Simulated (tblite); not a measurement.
Geometry relaxation of C₅H₈OP₂Si (part 2 of 4)

Continued. System: C₅H₈OP₂Si. Method: GFN2-xTB geometry optimisation, gas phase (tblite 0.8.0). It belongs to a series of runs on one base structure; here: C3H6OH replaced by 3-furyl.

Geometry of the input (Å):
```
Si -3.4495  -0.9479  -0.3438
C  -1.7345  -0.5109  0.2648
P  -1.6477  1.3364  0.3640
P  0.1640  2.1538  0.5271
C  1.5709  0.9742  0.6006
C  2.8342  1.3121  0.1711
C  3.6125  0.1747  0.3705
O  2.8569  -0.7715  0.8830
C  1.6133  -0.3344  1.0284
H  -4.3947  -0.2406  0.5582
H  -3.6809  -0.3846  -1.7010
H  -3.7476  -2.3658  -0.2517
H  -0.9704  -0.9255  -0.4303
H  -1.6506  -1.0009  1.2691
H  3.2038  2.2619  -0.2315
H  4.6626  0.1515  0.1399
H  0.7505  -0.8704  1.4212
```

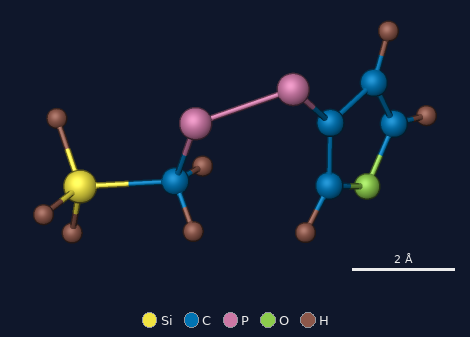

*The geometry at step 63 of the log (ball-and-stick view, seen at a tilt).*

### Trajectory as extended XYZ, continued
```
17
Properties=species:S:1:pos:R:3:forces:R:3 step=32 energy=-695.79266
Si   -3.4032   -0.9423   -0.3615    0.0030   0.0850   0.0280
C    -1.7168   -0.3569    0.3170    0.0640   0.0700   0.0430
P    -1.7255    1.4967    0.5580    0.0360  -0.0920  -0.0190
P     0.1747    2.2296    0.5849    0.0440   0.0010   0.0070
C     1.4459    0.9394    0.5136    0.0040  -0.0080   0.0030
C     2.7777    1.2534    0.0909   -0.0730   0.0490   0.0460
C     3.5302    0.1559    0.3411   -0.0220  -0.0030  -0.0040
O     2.7765   -0.8179    0.8857   -0.0180  -0.0070  -0.0330
C     1.5262   -0.3448    0.9884   -0.0090   0.0070  -0.0060
H    -4.4639   -0.4191    0.5015    0.0190  -0.0010  -0.0360
H    -3.5582   -0.4570   -1.7337    0.0000  -0.0300   0.0230
H    -3.3880   -2.4009   -0.2912   -0.0150  -0.1060  -0.0620
H    -0.8923   -0.6417   -0.3410   -0.0360  -0.0060   0.0630
H    -1.5484   -0.8161    1.2943    0.0070   0.0290  -0.0460
H     3.0848    2.1880   -0.3289    0.0640   0.0010  -0.0220
H     4.5744   -0.0501    0.2035   -0.0540  -0.0110  -0.0330
H     0.7992   -1.0043    1.4169   -0.0150   0.0230   0.0480
17
Properties=species:S:1:pos:R:3:forces:R:3 step=36 energy=-695.79959
Si   -3.3709   -0.9409   -0.3705    0.0340  -0.1040   0.0030
C    -1.7034   -0.3330    0.3339   -0.0050  -0.0580  -0.0110
P    -1.7141    1.5077    0.5763   -0.0290   0.1200   0.0050
P     0.1838    2.2454    0.6098   -0.0460   0.0770   0.0070
C     1.4362    0.9475    0.5213   -0.0390   0.0400   0.0210
C     2.7634    1.2499    0.0848    0.0440  -0.0380   0.0030
C     3.5001    0.1365    0.3190   -0.0170  -0.0030  -0.0090
O     2.7400   -0.8299    0.8680   -0.0250   0.0030  -0.0040
C     1.4997   -0.3383    0.9917   -0.0230   0.0110   0.0010
H    -4.4530   -0.4545    0.4801   -0.0270   0.0200   0.0180
H    -3.5408   -0.4641   -1.7425    0.0280  -0.0070   0.0070
H    -3.3013   -2.4062   -0.3091   -0.0420   0.0240  -0.0640
H    -0.8703   -0.6275   -0.3020    0.0620  -0.0100  -0.0570
H    -1.5505   -0.7930    1.3097   -0.0130  -0.0160   0.0850
H     3.0763    2.1831   -0.3394    0.0510  -0.0730   0.0190
H     4.5361   -0.0963    0.1713    0.0030   0.0270  -0.0610
H     0.7616   -0.9743    1.4372    0.0450  -0.0110   0.0360
17
Properties=species:S:1:pos:R:3:forces:R:3 step=41 energy=-695.81082
Si   -3.3208   -0.9598   -0.3809   -0.0230   0.0740  -0.0040
C    -1.6788   -0.3170    0.3578   -0.0100   0.0390   0.0180
P    -1.7069    1.5379    0.5923   -0.0420  -0.0890  -0.0290
P     0.1840    2.2953    0.6491   -0.0170  -0.0600  -0.0010
C     1.4188    0.9788    0.5463    0.0500   0.0140   0.0330
C     2.7470    1.2398    0.0822   -0.0360  -0.0070  -0.0350
C     3.4516    0.1017    0.2833    0.0070  -0.0420  -0.0320
O     2.6753   -0.8462    0.8394   -0.0040   0.0060   0.0250
C     1.4552   -0.3153    1.0003    0.0210   0.0420   0.0510
H    -4.4338   -0.4975    0.4524    0.0550  -0.0490  -0.0100
H    -3.5037   -0.4746   -1.7489    0.0580   0.0070   0.0050
H    -3.2041   -2.4188   -0.3609   -0.0510  -0.0460  -0.0160
H    -0.8242   -0.6200   -0.2525   -0.0460   0.0580   0.0460
H    -1.5626   -0.7651    1.3484    0.0240   0.0430  -0.0360
H     3.0971    2.1553   -0.3463    0.0000   0.0300   0.0050
H     4.4749   -0.1531    0.0922    0.0050  -0.0200  -0.0270
H     0.7241   -0.9295    1.4853    0.0100  -0.0010   0.0070
17
Properties=species:S:1:pos:R:3:forces:R:3 step=45 energy=-695.81699
Si   -3.2837   -0.9681   -0.3906    0.0110  -0.0510  -0.0390
C    -1.6719   -0.2935    0.3771   -0.0090  -0.0200   0.0040
P    -1.7173    1.5521    0.6042   -0.0020   0.0890  -0.0120
P     0.1744    2.3127    0.6758    0.0120  -0.0310   0.0040
C     1.4137    0.9983    0.5685   -0.0330  -0.0450  -0.0040
C     2.7332    1.2255    0.0654    0.0100   0.0310   0.0390
C     3.4163    0.0698    0.2497    0.0020   0.0610  -0.0150
O     2.6332   -0.8579    0.8294    0.0500   0.0240  -0.0060
C     1.4321   -0.2962    1.0224    0.0320  -0.0370   0.0280
H    -4.4125   -0.5478    0.4321   -0.0390  -0.0070   0.0510
H    -3.4561   -0.4788   -1.7546    0.0450   0.0510  -0.0560
H    -3.1406   -2.4271   -0.3975   -0.0330  -0.0070   0.0050
H    -0.8016   -0.5833   -0.2114    0.0190  -0.0020  -0.0360
H    -1.5626   -0.7299    1.3709    0.0000  -0.0250   0.0430
H     3.1023    2.1391   -0.3540   -0.0330  -0.0180  -0.0250
H     4.4322   -0.1988    0.0360   -0.0290  -0.0500  -0.0250
H     0.7018   -0.9041    1.5162   -0.0040   0.0370   0.0440
17
Properties=species:S:1:pos:R:3:forces:R:3 step=50 energy=-695.82275
Si   -3.2686   -0.9792   -0.4051   -0.0050   0.0700   0.0160
C    -1.6714   -0.2909    0.3875    0.0150   0.0180  -0.0010
P    -1.7247    1.5638    0.5951    0.0260  -0.0430  -0.0010
P     0.1691    2.3170    0.6924    0.0230   0.0090   0.0100
C     1.4124    1.0052    0.5888    0.0190   0.0060   0.0080
C     2.7265    1.2265    0.0652   -0.0310  -0.0210  -0.0140
C     3.3993    0.0621    0.2279    0.0190  -0.0220   0.0280
O     2.6229   -0.8593    0.8263   -0.0190   0.0070   0.0230
C     1.4318   -0.2872    1.0472   -0.0200   0.0100  -0.0170
H    -4.3996   -0.5765    0.4330    0.0110  -0.0170  -0.0450
H    -3.4105   -0.4634   -1.7682    0.0160   0.0040   0.0410
H    -3.1372   -2.4379   -0.4231    0.0000  -0.0190  -0.0070
H    -0.7901   -0.5716   -0.1923   -0.0210  -0.0160  -0.0010
H    -1.5644   -0.7179    1.3879   -0.0240   0.0040  -0.0390
H     3.1017    2.1334   -0.3627   -0.0640   0.0020  -0.0230
H     4.3996   -0.2354   -0.0157    0.0170   0.0210  -0.0270
H     0.6964   -0.8766    1.5554    0.0390  -0.0140   0.0490
17
Properties=species:S:1:pos:R:3:forces:R:3 step=54 energy=-695.82670
Si   -3.2400   -0.9807   -0.4142    0.0120  -0.0330  -0.0180
C    -1.6654   -0.2719    0.3980    0.0040  -0.0050  -0.0090
P    -1.7219    1.5795    0.6025    0.0180   0.0350   0.0150
P     0.1730    2.3314    0.7172    0.0110  -0.0490   0.0020
C     1.4059    1.0088    0.6051   -0.0280  -0.0020   0.0110
C     2.7099    1.2142    0.0545   -0.0090  -0.0090  -0.0270
C     3.3779    0.0450    0.2140   -0.0370   0.0120  -0.0700
O     2.6019   -0.8668    0.8287    0.0040   0.0340   0.0030
C     1.4192   -0.2833    1.0644    0.0070   0.0260   0.0750
H    -4.3894   -0.6231    0.4107   -0.0540   0.0370   0.0020
H    -3.3571   -0.4503   -1.7699   -0.0180   0.0250  -0.0280
H    -3.0962   -2.4406   -0.4485    0.0260   0.0280  -0.0060
H    -0.7777   -0.5492   -0.1711    0.0300  -0.0460   0.0010
H    -1.5744   -0.6968    1.3990    0.0180  -0.0160   0.0110
H     3.0688    2.1217   -0.3880   -0.0070  -0.0500  -0.0080
H     4.3627   -0.2700   -0.0707    0.0050   0.0380   0.0250
H     0.6958   -0.8560    1.6079    0.0200  -0.0250   0.0200
17
Properties=species:S:1:pos:R:3:forces:R:3 step=59 energy=-695.83508
Si   -3.1937   -0.9815   -0.4394   -0.0450   0.1430  -0.0210
C    -1.6481   -0.2505    0.4113    0.0280  -0.0310   0.0580
P    -1.7051    1.6062    0.6168   -0.0760  -0.1000  -0.0180
P     0.1867    2.3510    0.7702   -0.0720   0.0680   0.0330
C     1.3878    1.0129    0.6453    0.0660  -0.0260   0.0280
C     2.6610    1.1888    0.0189   -0.0810  -0.0080  -0.0220
C     3.3186    0.0131    0.1541    0.0050  -0.0220   0.0680
O     2.5685   -0.8701    0.8398    0.0400  -0.0470   0.0230
C     1.4101   -0.2646    1.1402    0.0800  -0.0550  -0.0380
H    -4.3881   -0.6852    0.3577    0.0720   0.0330  -0.0600
H    -3.2722   -0.4081   -1.7837   -0.0530  -0.0210   0.0110
H    -3.0081   -2.4310   -0.5008    0.0340  -0.0550  -0.0180
H    -0.7432   -0.5485   -0.1246   -0.0250   0.0440   0.0210
H    -1.5867   -0.6703    1.4179    0.0110   0.0090   0.0060
H     3.0013    2.0855   -0.4510    0.0410   0.0390  -0.0940
H     4.2907   -0.3107   -0.1643   -0.0410   0.0030   0.0070
H     0.7136   -0.8250    1.7310    0.0160   0.0260   0.0150
17
Properties=species:S:1:pos:R:3:forces:R:3 step=63 energy=-695.84332
Si   -3.1636   -0.9658   -0.4622    0.0630  -0.1510  -0.0050
C    -1.6346   -0.2460    0.4282   -0.0470  -0.0260  -0.0170
P    -1.7081    1.6055    0.6187   -0.0020   0.0450   0.0260
P     0.1776    2.3634    0.8149   -0.0010  -0.1400   0.0170
C     1.3811    1.0137    0.6844   -0.0270   0.0270  -0.0290
C     2.6171    1.1700   -0.0158    0.0690   0.0000   0.0340
C     3.2780   -0.0068    0.1188    0.0140   0.0500   0.0290
O     2.5628   -0.8754    0.8573   -0.0070   0.0690   0.0090
C     1.4236   -0.2566    1.2002   -0.0570   0.0400  -0.0160
H    -4.3783   -0.7157    0.3096    0.0050   0.0810   0.0030
H    -3.2209   -0.3747   -1.7952   -0.0550   0.0200  -0.0560
H    -2.9565   -2.4209   -0.5472    0.0110   0.1020  -0.0160
H    -0.7242   -0.5463   -0.0932    0.0360   0.0300   0.0280
H    -1.5921   -0.6551    1.4376    0.0090  -0.0500   0.0460
H     2.9511    2.0593   -0.5157   -0.0550  -0.1200  -0.0210
H     4.2347   -0.3391   -0.2325   -0.0050  -0.0060  -0.0300
H     0.7453   -0.7974    1.8315    0.0480   0.0280  -0.0030
17
Properties=species:S:1:pos:R:3:forces:R:3 step=68 energy=-695.85821
Si   -3.0972   -0.9513   -0.5144   -0.0170   0.0700   0.0220
C    -1.6177   -0.2348    0.4609   -0.0050   0.0340  -0.0040
P    -1.7152    1.6155    0.6519   -0.0350   0.0010   0.0820
P     0.1668    2.3564    0.9113    0.0060   0.0190  -0.0240
C     1.3551    1.0041    0.7320    0.0120   0.0010  -0.0270
C     2.5288    1.1236   -0.0736   -0.0110   0.0010  -0.0140
C     3.2081   -0.0391    0.0700   -0.0070  -0.0430  -0.0160
O     2.5588   -0.8689    0.9059    0.0150  -0.0020   0.0500
C     1.4442   -0.2370    1.3052    0.0470   0.0210   0.0150
H    -4.3620   -0.7482    0.2009    0.1210   0.0320  -0.0140
H    -3.1472   -0.3062   -1.8293    0.0040  -0.0330   0.0380
H    -2.8174   -2.3811   -0.6333   -0.0210  -0.0890  -0.0480
H    -0.6784   -0.5168   -0.0203   -0.0040   0.0020   0.0190
H    -1.5975   -0.6394    1.4759   -0.0690  -0.0530  -0.0610
H     2.8034    1.9657   -0.6728   -0.0070   0.0480  -0.0190
H     4.1290   -0.3866   -0.3544    0.0010  -0.0240   0.0060
H     0.8313   -0.7439    2.0237   -0.0290   0.0150  -0.0040
17
Properties=species:S:1:pos:R:3:forces:R:3 step=72 energy=-695.86791
Si   -3.0446   -0.9443   -0.5471    0.0480  -0.0920  -0.0790
C    -1.6101   -0.2224    0.4793    0.0200  -0.0440  -0.0030
P    -1.7343    1.6203    0.6990    0.0710  -0.0190   0.0980
P     0.1519    2.3542    0.9601    0.0510   0.0410  -0.0510
C     1.3456    1.0051    0.7496    0.0370   0.0190   0.0500
C     2.4851    1.0971   -0.1096   -0.1160  -0.0590  -0.0840
C     3.1632   -0.0689    0.0361    0.0110   0.0560   0.0500
O     2.5606   -0.8597    0.9453    0.0230   0.0370  -0.0650
C     1.4680   -0.2087    1.3742   -0.0210  -0.0060  -0.0270
H    -4.3115   -0.7538    0.1454   -0.0720   0.0160   0.0960
H    -3.1006   -0.2748   -1.8438    0.0400   0.0090  -0.0600
H    -2.7487   -2.3745   -0.7018   -0.0360   0.0470  -0.0160
H    -0.6509   -0.4940    0.0338    0.0030   0.0180   0.0100
H    -1.6322   -0.6512    1.4835   -0.0330  -0.0250  -0.0080
H     2.7199    1.9175   -0.7598   -0.0030  -0.0610   0.0510
H     4.0586   -0.4360   -0.4308   -0.0670  -0.0010   0.0810
H     0.8731   -0.6937    2.1261    0.0420   0.0630  -0.0420
17
Properties=species:S:1:pos:R:3:forces:R:3 step=77 energy=-695.88210
Si   -3.0083   -0.9326   -0.6035   -0.0230   0.1260   0.0670
C    -1.6000   -0.2424    0.4899   -0.0130  -0.0120   0.0190
P    -1.7252    1.5943    0.7730   -0.0180  -0.0210   0.0370
P     0.1527    2.3594    1.0017   -0.0140  -0.0650  -0.0150
C     1.3367    1.0049    0.7775    0.0440  -0.0120  -0.0080
C     2.4064    1.0561   -0.1691   -0.0140   0.0170   0.0440
C     3.1244   -0.0801    0.0108   -0.1020  -0.0710   0.0410
O     2.5926   -0.8280    0.9987    0.0180   0.0570  -0.0730
C     1.5170   -0.1701    1.4608    0.0130   0.0830  -0.1020
H    -4.2732   -0.7156    0.1030    0.0260  -0.0590  -0.0160
H    -3.0500   -0.2217   -1.8805    0.0570  -0.0140  -0.0320
H    -2.7286   -2.3583   -0.7945   -0.0290   0.0160  -0.0080
H    -0.6215   -0.5051    0.0891    0.0440  -0.0120  -0.0350
H    -1.6775   -0.7018    1.4775   -0.0050  -0.0310   0.0220
H     2.5889    1.8480   -0.8696   -0.0090  -0.0760   0.0290
H     3.9852   -0.4729   -0.4944    0.0040   0.0170   0.0510
H     0.9738   -0.6219    2.2691    0.0200   0.0570  -0.0190
17
Properties=species:S:1:pos:R:3:forces:R:3 step=81 energy=-695.89053
Si   -2.9687   -0.8986   -0.6443    0.0390  -0.0220   0.0110
C    -1.5863   -0.2592    0.5133    0.0160   0.0230   0.0210
P    -1.7296    1.5650    0.8543   -0.0590   0.0210   0.0050
P     0.1424    2.3517    1.0397   -0.0390   0.0260   0.0200
C     1.3263    1.0057    0.7933    0.0450   0.0020  -0.0340
C     2.3353    1.0138   -0.2170   -0.0110  -0.0240   0.0370
C     3.0736   -0.1069   -0.0203   -0.0140   0.0040   0.0510
O     2.6148   -0.7987    1.0393   -0.0210   0.0040  -0.0120
C     1.5618   -0.1239    1.5302    0.0350  -0.0150  -0.0940
H    -4.2369   -0.7125    0.0571   -0.0450  -0.0050  -0.0190
H    -2.9793   -0.1832   -1.9205    0.0520   0.0400   0.0300
H    -2.7109   -2.3236   -0.8846    0.0020   0.0420   0.0280
H    -0.5900   -0.4953    0.1306   -0.0940  -0.0740   0.0750
H    -1.7135   -0.7432    1.4873    0.0990  -0.0470  -0.1050
H     2.4622    1.7646   -0.9699    0.0120  -0.0270  -0.0190
H     3.9222   -0.5082   -0.5396   -0.0270   0.0010   0.0200
H     1.0697   -0.5356    2.3905    0.0070   0.0490  -0.0150
17
Properties=species:S:1:pos:R:3:forces:R:3 step=86 energy=-695.89875
Si   -2.9305   -0.8691   -0.6741    0.0080  -0.0500   0.0300
C    -1.5772   -0.2623    0.5316   -0.0390  -0.0250   0.0350
P    -1.7407    1.5475    0.9228    0.0210   0.0050   0.0050
P     0.1269    2.3548    1.0774   -0.0060  -0.0210  -0.0110
C     1.3161    1.0145    0.7987    0.0060  -0.0140  -0.0090
C     2.2826    0.9824   -0.2502   -0.0080  -0.0540  -0.0030
C     3.0305   -0.1302   -0.0376   -0.0200   0.0230   0.0120
O     2.6147   -0.7837    1.0628    0.0290   0.0480  -0.0400
C     1.5829   -0.0892    1.5650   -0.0230   0.0550  -0.0030
H    -4.2152   -0.7256    0.0099   -0.0230   0.0380  -0.0520
H    -2.9049   -0.1387   -1.9398    0.0290   0.0710   0.0320
H    -2.6621   -2.2857   -0.9303    0.0190  -0.0360  -0.0010
H    -0.5742   -0.5059    0.1838    0.0190   0.0010  -0.0570
H    -1.7276   -0.7900    1.4754    0.0110  -0.0220   0.0520
H     2.3763    1.6881   -1.0505    0.0080   0.0070   0.0260
H     3.8624   -0.5421   -0.5738   -0.0120  -0.0340   0.0070
H     1.1330   -0.4527    2.4687   -0.0190   0.0090  -0.0220
17
Properties=species:S:1:pos:R:3:forces:R:3 step=90 energy=-695.90810
Si   -2.8796   -0.8529   -0.6947    0.0330   0.0140  -0.0310
C    -1.5737   -0.2797    0.5772    0.0610  -0.0670   0.0120
P    -1.7488    1.5241    1.0102   -0.0380  -0.1070   0.0130
P     0.1109    2.3537    1.1158   -0.0140   0.0300  -0.0650
C     1.2924    1.0195    0.7913    0.0670   0.0690  -0.0180
C     2.2055    0.9336   -0.3020    0.0280   0.0320   0.0320
C     2.9790   -0.1542   -0.0584   -0.0980  -0.0940  -0.0500
O     2.6160   -0.7521    1.0888    0.0550   0.0390   0.1010
C     1.6103   -0.0308    1.6066    0.0230  -0.0490  -0.0600
H    -4.2023   -0.7355   -0.0915   -0.0670   0.0470   0.0110
H    -2.7786   -0.0578   -1.9190    0.0100   0.0390   0.0290
H    -2.6037   -2.2565   -1.0049    0.0350  -0.0410   0.0100
H    -0.5672   -0.5033    0.2162   -0.0330   0.0280   0.0320
H    -1.7202   -0.8489    1.5003   -0.0030   0.0730  -0.0340
H     2.2681    1.6005   -1.1367   -0.0260   0.0170  -0.0110
H     3.7751   -0.6122   -0.6102    0.0240   0.0230  -0.0340
H     1.2098   -0.3356    2.5507   -0.0560  -0.0540   0.0630
17
Properties=species:S:1:pos:R:3:forces:R:3 step=95 energy=-695.91583
Si   -2.8447   -0.8331   -0.7236   -0.0070   0.0040   0.0360
C    -1.5663   -0.3168    0.6007   -0.0010   0.0130   0.0180
P    -1.7550    1.4681    1.0843   -0.0100   0.0260  -0.0050
P     0.0858    2.3518    1.1252   -0.0470  -0.0170  -0.0600
C     1.2897    1.0382    0.7904   -0.0170  -0.0380   0.0650
C     2.1551    0.9015   -0.3337    0.0230  -0.0020  -0.0240
C     2.9306   -0.1839   -0.0770    0.0560   0.0550   0.0240
O     2.6317   -0.7155    1.1216   -0.0210  -0.0190  -0.0680
C     1.6399    0.0229    1.6399   -0.0010   0.0110   0.0070
H    -4.1870   -0.7055   -0.1566    0.0080   0.0160  -0.0170
H    -2.6998    0.0164   -1.9066    0.0150  -0.0040   0.0090
H    -2.5635   -2.2345   -1.0517   -0.0010   0.0230  -0.0150
H    -0.5552   -0.5229    0.2544    0.0690  -0.0320   0.0130
H    -1.7381   -0.9092    1.5017    0.0020   0.0010   0.0010
H     2.1851    1.5310   -1.2013   -0.0400  -0.0400   0.0420
H     3.7168   -0.6501   -0.6387   -0.0320  -0.0020   0.0070
H     1.2679   -0.2465    2.6102    0.0040   0.0050  -0.0330
```
